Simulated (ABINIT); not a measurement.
# TlGa3 (Pm-3m): phonons by linear response, part 4 of 4

How does TlGa3 (Pm-3m) vibrate, and is this structure a minimum?

ABINIT 10.8.3; DFT LDA, scalar-relativistic, plane waves, HGH norm-conserving pseudopotentials.

So far. Step 6 (Linear response at Γ): The acoustic modes at Γ come out as far as 0.2 cm⁻¹ from zero, where they should vanish, a small numerical error. The lowest optical mode is imaginary, 39i cm⁻¹, an instability at this level and on this k mesh. Step 7 (Modes with the sum rule): The rule moves no optical mode by more than 0.1 cm⁻¹. The relaxed cell has a = 4.189 Å (conventional setting).

The structure was built from a prototype and need not be the compound's stable phase.

## Step 9: Interpolated phonon bands

anaddb transforms the dynamical matrices to force constants and back along the path; points of the mesh come back as solved, but for the sum rule and, in polar crystals, the LO-TO term at Γ; the rest is interpolation.

anaddb.abi reads:

```
ddb_filepath "all_DDB"
output_file "anaddb.abo"
outdata_prefix "anaddb"
ifcflag 1
ngqpt 2 2 2
nqshft 1
q1shft 0.0 0.0 0.0
asr 1
chneut 0
dipdip 0
dipquad 0
quadquad 0
enunit 0
eivec 0
nph1l 62
qph1l 
    0.0 0.0 0.0 1.0
    0.0 0.05 0.0 1.0
    0.0 0.1 0.0 1.0
    0.0 0.15 0.0 1.0
    0.0 0.2 0.0 1.0
    0.0 0.25 0.0 1.0
    0.0 0.3 0.0 1.0
    0.0 0.35 0.0 1.0
    0.0 0.4 0.0 1.0
    0.0 0.45 0.0 1.0
    0.0 0.5 0.0 1.0
    0.05 0.5 0.0 1.0
    0.1 0.5 0.0 1.0
    0.15 0.5 0.0 1.0
    0.2 0.5 0.0 1.0
    0.25 0.5 0.0 1.0
    0.3 0.5 0.0 1.0
    0.35 0.5 0.0 1.0
    0.4 0.5 0.0 1.0
    0.45 0.5 0.0 1.0
    0.5 0.5 0.0 1.0
    0.45 0.45 0.0 1.0
    0.4 0.4 0.0 1.0
    0.35 0.35 0.0 1.0
    0.3 0.3 0.0 1.0
    0.25 0.25 0.0 1.0
    0.2 0.2 0.0 1.0
    0.15 0.15 0.0 1.0
    0.1 0.1 0.0 1.0
    0.05 0.05 0.0 1.0
    0.0 0.0 0.0 1.0
    0.05 0.05 0.05 1.0
    0.1 0.1 0.1 1.0
    0.15 0.15 0.15 1.0
    0.2 0.2 0.2 1.0
    0.25 0.25 0.25 1.0
    0.3 0.3 0.3 1.0
    0.35 0.35 0.35 1.0
    0.4 0.4 0.4 1.0
    0.45 0.45 0.45 1.0
    0.5 0.5 0.5 1.0
    0.45 0.5 0.45 1.0
    0.4 0.5 0.4 1.0
    0.35 0.5 0.35 1.0
    0.3 0.5 0.3 1.0
    0.25 0.5 0.25 1.0
    0.2 0.5 0.2 1.0
    0.15 0.5 0.15 1.0
    0.1 0.5 0.1 1.0
    0.05 0.5 0.05 1.0
    0.0 0.5 0.0 1.0
    0.5 0.5 0.5 1.0
    0.5 0.5 0.45 1.0
    0.5 0.5 0.4 1.0
    0.5 0.5 0.35 1.0
    0.5 0.5 0.3 1.0
    0.5 0.5 0.25 1.0
    0.5 0.5 0.2 1.0
    0.5 0.5 0.15 1.0
    0.5 0.5 0.1 1.0
    0.5 0.5 0.05 1.0
    0.5 0.5 0.0 1.0
```

mrgddb.in reads:

```
all_DDB
merged
4
dfpt_gammao_DDB
dfpt_qo_DS1_DDB
dfpt_qo_DS2_DDB
dfpt_qo_DS3_DDB
```

Run with:

```
$ mrgddb < mrgddb.in > mrgddb.log
$ OMP_NUM_THREADS=1 anaddb anaddb.abi > anaddb.log
```

anaddb.abo, the main output file:

```text
[banners, grids, parts of the stress and lines that vanish by symmetry left out]
-outvars_anaddb: echo values of input variables ----------------------

 Flags :
[...]
Phonon wavevector (reduced coordinates) :  0.00000  0.00000  0.00000
 Phonon energies in Hartree :
[...]
Phonon frequencies in cm-1    :
- -3.907410E+01 -3.907410E+01 -3.907410E+01  0.000000E+00  0.000000E+00
-  0.000000E+00  5.147084E+01  5.147084E+01  5.147084E+01  1.254050E+02
-  1.254050E+02  1.254050E+02
[...]
Phonon wavevector (reduced coordinates) :  0.00000  0.05000  0.00000
 Phonon energies in Hartree :
[...]
Phonon frequencies in cm-1    :
- -3.847006E+01 -3.847006E+01 -3.802598E+01  1.018359E+00  1.018359E+00
-  1.055594E+01  5.203695E+01  5.203695E+01  5.234680E+01  1.251622E+02
-  1.251622E+02  1.251868E+02
[...]
Phonon wavevector (reduced coordinates) :  0.00000  0.10000  0.00000
 Phonon energies in Hartree :
[...]
Phonon frequencies in cm-1    :
- -3.679990E+01 -3.679990E+01 -3.480850E+01  2.504367E+00  2.504367E+00
-  2.097867E+01  5.377800E+01  5.377800E+01  5.480971E+01  1.244299E+02
-  1.244299E+02  1.245307E+02
[...]
Phonon wavevector (reduced coordinates) :  0.00000  0.15000  0.00000
 Phonon energies in Hartree :
[...]
Phonon frequencies in cm-1    :
- -3.449410E+01 -3.449410E+01 -2.910505E+01  4.639972E+00  4.639972E+00
-  3.113233E+01  5.677851E+01  5.677851E+01  5.843941E+01  1.231976E+02
-  1.231976E+02  1.234342E+02
[...]
Phonon wavevector (reduced coordinates) :  0.00000  0.20000  0.00000
 Phonon energies in Hartree :
[...]
Phonon frequencies in cm-1    :
- -3.220513E+01 -3.220513E+01 -1.970936E+01  7.299879E+00  7.299879E+00
-  4.087532E+01  6.104741E+01  6.104741E+01  6.271468E+01  1.214499E+02
-  1.214499E+02  1.218984E+02
[...]
Phonon wavevector (reduced coordinates) :  0.00000  0.25000  0.00000
 Phonon energies in Hartree :
[...]
Phonon frequencies in cm-1    :
- -3.052687E+01 -3.052687E+01  1.009311E+01  1.009311E+01  1.092019E+01
-  5.005495E+01  6.640368E+01  6.640368E+01  6.713644E+01  1.191705E+02
-  1.191705E+02  1.199386E+02
  Phonon wavevector (reduced coordinates) :  0.00000  0.30000  0.00000
 Phonon energies in Hartree :
[...]
Phonon frequencies in cm-1    :
- -2.965348E+01 -2.965348E+01  1.256294E+01  1.256294E+01  2.502822E+01
-  5.849427E+01  7.128444E+01  7.248120E+01  7.248120E+01  1.163489E+02
-  1.163489E+02  1.176030E+02
  Phonon wavevector (reduced coordinates) :  0.00000  0.35000  0.00000
 Phonon energies in Hartree :
[...]
Phonon frequencies in cm-1    :
[...]
-  1.129952E+02  1.150109E+02
  Phonon wavevector (reduced coordinates) :  0.00000  0.40000  0.00000
 Phonon energies in Hartree :
[...]
Phonon frequencies in cm-1    :
[...]
-  1.091824E+02  1.124236E+02
  Phonon wavevector (reduced coordinates) :  0.00000  0.45000  0.00000
 Phonon energies in Hartree :
[...]
Phonon frequencies in cm-1    :
[...]
-  1.052409E+02  1.103505E+02
  Phonon wavevector (reduced coordinates) :  0.00000  0.50000  0.00000
 Phonon energies in Hartree :
[...]
Phonon frequencies in cm-1    :
[...]
-  1.029488E+02  1.095219E+02
  Phonon wavevector (reduced coordinates) :  0.05000  0.50000  0.00000
 Phonon energies in Hartree :
[...]
Phonon frequencies in cm-1    :
[...]
-  1.030456E+02  1.092203E+02
  Phonon wavevector (reduced coordinates) :  0.10000  0.50000  0.00000
 Phonon energies in Hartree :
[...]
Phonon frequencies in cm-1    :
[...]
-  1.032523E+02  1.083514E+02
  Phonon wavevector (reduced coordinates) :  0.15000  0.50000  0.00000
 Phonon energies in Hartree :
[...]
Phonon frequencies in cm-1    :
[...]
-  1.033907E+02  1.070233E+02
[...]
-  1.177567E+02  1.177567E+02
  Phonon wavevector (reduced coordinates) :  0.25000  0.25000  0.25000
 Phonon energies in Hartree :
[...]
Phonon frequencies in cm-1    :
[...]
-  5.685175E+01  7.396259E+01  7.396259E+01  7.418416E+01  1.097936E+02
-  1.178422E+02  1.178422E+02
  Phonon wavevector (reduced coordinates) :  0.30000  0.30000  0.30000
 Phonon energies in Hartree :
[...]
Phonon frequencies in cm-1    :
- -3.855844E+01 -3.855844E+01 -2.514531E+01 -2.514531E+01  4.808118E+01
-  5.477127E+01  6.949747E+01  6.949747E+01  8.340327E+01  1.150103E+02
-  1.220378E+02  1.220378E+02
  Phonon wavevector (reduced coordinates) :  0.35000  0.35000  0.35000
 Phonon energies in Hartree :
[...]
Phonon frequencies in cm-1    :
- -4.319765E+01 -4.319765E+01 -2.978931E+01 -2.978931E+01  3.368336E+01
-  5.287224E+01  6.238828E+01  6.238828E+01  9.355400E+01  1.241262E+02
-  1.285451E+02  1.285451E+02
  Phonon wavevector (reduced coordinates) :  0.40000  0.40000  0.40000
 Phonon energies in Hartree :
[...]
Phonon frequencies in cm-1    :
- -4.667584E+01 -4.667584E+01 -3.282164E+01 -3.282164E+01 -1.012947E+01
[...]
-  1.349399E+02  1.349399E+02
  Phonon wavevector (reduced coordinates) :  0.45000  0.45000  0.45000
 Phonon energies in Hartree :
[...]
Phonon frequencies in cm-1    :
[...]
-  1.394893E+02  1.394893E+02
  Phonon wavevector (reduced coordinates) :  0.50000  0.50000  0.50000
 Phonon energies in Hartree :
[...]
Phonon frequencies in cm-1    :
[...]
Phonon wavevector (reduced coordinates) :  0.50000  0.50000  0.05000
 Phonon energies in Hartree :
[...]
Phonon frequencies in cm-1    :
[...]
-  1.035150E+02  1.035150E+02
  Phonon wavevector (reduced coordinates) :  0.50000  0.50000  0.00000
 Phonon energies in Hartree :
[...]
Phonon frequencies in cm-1    :
- -4.278493E+01 -9.468190E+00 -9.468190E+00  4.246029E+01  5.281876E+01
-  5.323606E+01  6.179277E+01  8.388820E+01  8.388820E+01  9.863620E+01
-  1.006844E+02  1.006844E+02
-
```

The job ended after 0.52 s (1 thread of Arm Neoverse V1, shared host).

This step gave:

- lowest frequency on the path: -49.55 cm⁻¹

Anaddb. The phonon branches at the labelled points (cm⁻¹):

```
    point  branch 1  branch 2  branch 3  branch 4  branch 9  branch 10  branch 11  branch 12
        Γ       -39       -39       -39         0        52        125        125        125
        X       -30       -30        17        17        93        103        103        110
        M       -43       -10       -10        42        84         99        101        101
        Γ       -39       -39       -39         0        52        125        125        125
        R       -50       -50       -35       -35       111        141        141        141
        X       -30       -30        17        17        93        103        103        110
jump to R       -50       -50       -35       -35       111        141        141        141
        M       -43       -10       -10        42        84         99        101        101
```

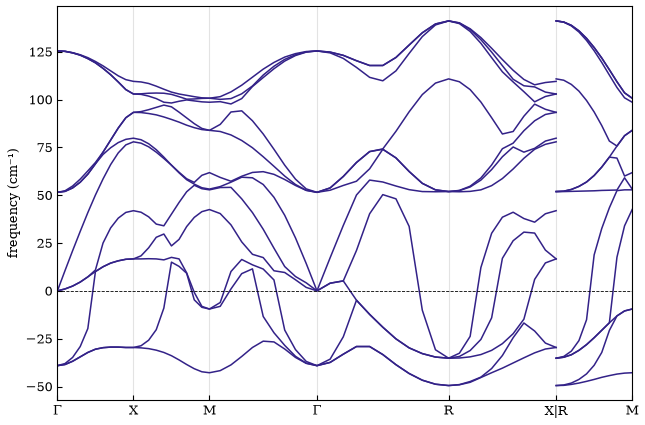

Phonon branches along the path.

The path dips to 50i cm⁻¹.

## Step 10: Sums over the zone

Sums over the zone need many more wavevectors than were solved, so the interpolation is sampled on a dense mesh.

anaddb.abi reads:

```
ddb_filepath "all_DDB"
output_file "anaddb.abo"
outdata_prefix "anaddb"
ifcflag 1
ngqpt 2 2 2
nqshft 1
q1shft 0.0 0.0 0.0
asr 1
chneut 0
dipdip 0
dipquad 0
quadquad 0
prtdos 2
ng2qpt 11 11 11
dosdeltae 4.5563e-06
ntemper 11
temperinc 100.0
tempermin 0.0
```

Run with:

```
$ OMP_NUM_THREADS=1 anaddb anaddb.abi > anaddb.log
```

anaddb.abo, the main output file:

```text
-outvars_anaddb: echo values of input variables ----------------------

 Flags :
     ifcflag         1
 Miscellaneous information :
         asr         1
      chneut         0
 Interatomic Force Constants Inputs :
      dipdip         0
     dipquad         0
    quadquad         0
      ifcana         0
      ifcout         0
 Description of grid 1 :
        brav         1
       ngqpt         2         2         2
      nqshft         1
      q1shft
                     0.00000000E+00  0.00000000E+00  0.00000000E+00
 Phonon DOS information :
   dosdeltae  4.55630000E-06
    dossmear  4.55633525E-06
 Description of grid 2 (Fourier interp. or BZ sampling):
      ng2qpt        11        11        11
      ngrids         4
      q2shft         0.00000000E+00  0.00000000E+00  0.00000000E+00

================================================================================

 read the DDB information and perform some checks

  ==== Info on the Cryst% object ====
 Real(R)+Recip(G) space primitive vectors, cartesian coordinates (Bohr,Bohr^-1):
 R(1)=  7.9164642  0.0000000  0.0000000  G(1)=  0.1263190  0.0000000  0.0000000
 R(2)=  0.0000000  7.9164642  0.0000000  G(2)=  0.0000000  0.1263190  0.0000000
 R(3)=  0.0000000  0.0000000  7.9164642  G(3)=  0.0000000  0.0000000  0.1263190
 Unit cell volume ucvol=  4.9612803E+02 bohr^3
 Angles (23,13,12)=  9.00000000E+01  9.00000000E+01  9.00000000E+01 degrees
 Time-reversal symmetry is present
 Reduced atomic positions [iatom, xred, symbol]:
    1)    0.0000000  0.0000000  0.0000000  Tl
    2)    0.0000000  0.5000000  0.5000000  Ga
    3)    0.5000000  0.0000000  0.5000000  Ga
    4)    0.5000000  0.5000000  0.0000000  Ga

 DDB file with 4 blocks has been read.

================================================================================

 Calculation of the interatomic forces

       Homogeneous q point set in the B.Z.
 Grid q points  :        8
  1)   0.00000000E+00  0.00000000E+00  0.00000000E+00
  2)   5.00000000E-01  0.00000000E+00  0.00000000E+00
  3)   0.00000000E+00  5.00000000E-01  0.00000000E+00
  4)   5.00000000E-01  5.00000000E-01  0.00000000E+00
  5)   0.00000000E+00  0.00000000E+00  5.00000000E-01
  6)   5.00000000E-01  0.00000000E+00  5.00000000E-01
  7)   0.00000000E+00  5.00000000E-01  5.00000000E-01
  8)   5.00000000E-01  5.00000000E-01  5.00000000E-01

 The interatomic forces have been obtained

================================================================================

 Calculation of phonon density of states

 Average speed of sound partial sums:     0.5251928413E-03 (at units)
-                                   =           1.1490 [km/s]

 Debye frequency from partial sums:     0.2585857174E-03 (Ha)
-                                 =     0.1701412287E+01 (THz)
-Debye temperature from partial sums:     0.8165491134E+02 (K)

 Average speed of sound:     0.3023661996E-04 (at units)
-                      =           0.0661 [km/s]

 Debye frequency from DOS:     0.1488740411E-04 (Ha)
-                        =     0.9795441347E-01 (THz)
-Debye temperature from DOS:     0.4701070404E+01 (K)

-
```

Wall time 0.62 s (1 thread).

This step gave:

```yaml
share_of_modes_beyond_3i_cm_minus1_on_the_dense_interpolated_mesh: 0.2318
```

The phonon density of states has structure finer than the step of the table below, so its rows give means over 10 cm⁻¹, whole bins alone (the curve runs from -79.5 to 171 cm⁻¹). Peaks (cm⁻¹: height): -29.6: 0.170, 23.4: 0.0542, 36.5: 0.0574, 67.5: 0.131, 81.5: 0.105, 109.5: 0.167.

Tetrahedra. Table of phonon density of states by wavenumber; means over each step:

```
wavenumber (cm⁻¹)  phonon density of states (1/cm⁻¹/cell)
              -60                                       0
              -50                                 0.00835
              -40                                  0.0539
              -30                                   0.107
              -20                                  0.0639
              -10                                  0.0383
                0                                  0.0375
               10                                  0.0471
               20                                  0.0457
               30                                  0.0373
               40                                  0.0482
               50                                  0.0452
               60                                   0.112
               70                                   0.116
               80                                  0.0864
               90                                  0.0479
              100                                  0.0369
              110                                   0.143
              120                                  0.0985
              130                                  0.0216
              140                                 0.00416
              150                                       0
```

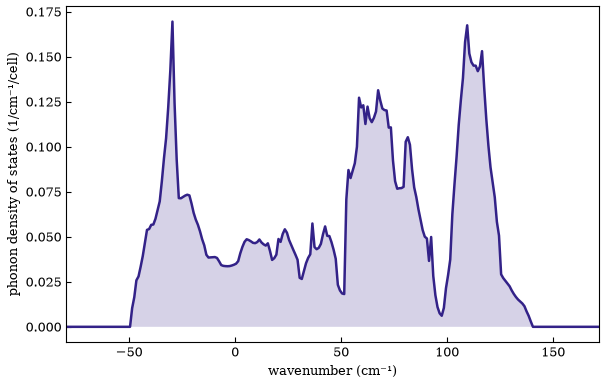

Phonon density of states, plotted against wavenumber.

## Step 11: Results

```yaml
space_group_after_relaxation: Pm-3m
volume_per_atom: 18.4 Å³
highest_optical_zone_centre_mode_no_lo_to_term: 125.4 cm⁻¹
lowest_optical_zone_centre_mode: -39.1 cm⁻¹
q_mesh: 2×2×2
lowest_mode_on_the_q_mesh_acoustic_ones_at_the_zone_centre_apart: -49.5 cm⁻¹
imaginary_modes_on_the_q_mesh: yes
```

In words: TlGa3 (Pm-3m) is unstable: a mode solved on the 2×2×2 mesh is imaginary, 50i cm⁻¹; its spectrum reaches 141 cm⁻¹. At the LDA level the optical modes of TlGa3 (Pm-3m) at the zone centre run from 39i to 125 cm⁻¹, so the structure is a saddle point, with 3 modes beyond 10i cm⁻¹ there. The most unstable solved mode lies at q = (0.5, 0.5, 0.5), on the zone boundary, so the distortion that it points to doubles the cell. These are harmonic frequencies at zero temperature: anharmonic shifts and linewidths and thermal expansion are left out. Spin-orbit coupling is left out, which can matter for the heavy elements here. The HGH files keep few electrons and have no core correction, which is cheap but rough for Ga and Tl. In a metal the frequencies hang on the k mesh and the smearing, most of all near Kohn anomalies. The q mesh stands for a supercell only 8.4 Å across, so branches between the solved wavevectors are rough. The structure is a hypothetical one, built on a prototype.

[Host names and launcher messages were left out of these logs when they were recorded.]

[Logs are printed without paths, hosts, clocks, repeated set-up lines and the standing remarks that a program may print on its own settings, such as how far it seeks lower states.]

[Hosts, paths, dates, database ids (printed as entryN), source tags and the programs' standing remarks are cut or masked in the printed files.]
